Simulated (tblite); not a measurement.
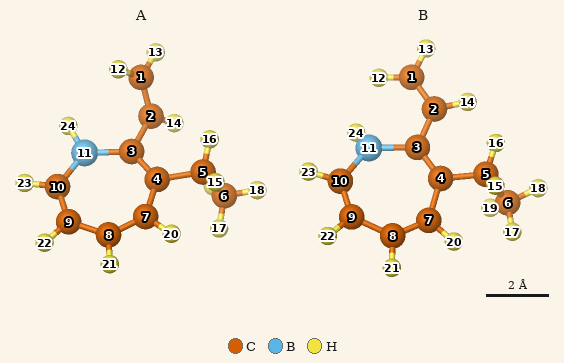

Two geometries of C10H13B, drawn at one scale. One is the start of a relaxation, the other its converged end. A ball-and-stick model, seen at a tilt.

Level of theory: GFN2-xTB geometry optimisation, gas phase in tblite. 

Question: Which one is relaxed?

Answer: Structure A is the relaxed one. After 118 geometry steps the energy has fallen by 1.049 eV. H14 moves most after the best rigid fit: 1.34 Å. By element the largest moves are H 1.34 Å, C 0.45 Å, B 0.21 Å. Near-neighbour distances that change, for instance: C4–C7 1.491 → 1.416 Å, C10–B11 1.584 → 1.521 Å, C8–C9 1.472 → 1.410 Å, C3–C4 1.322 → 1.379 Å. Bond angles that change, for instance: C3–C2–H14 124.8° → 116.4°, C1–C2–H14 112.3° → 119.3°, C9–C10–H23 120.1° → 114.2°. Groups turn about C2–C3 by about 55°, C5–C6 by about 30°.
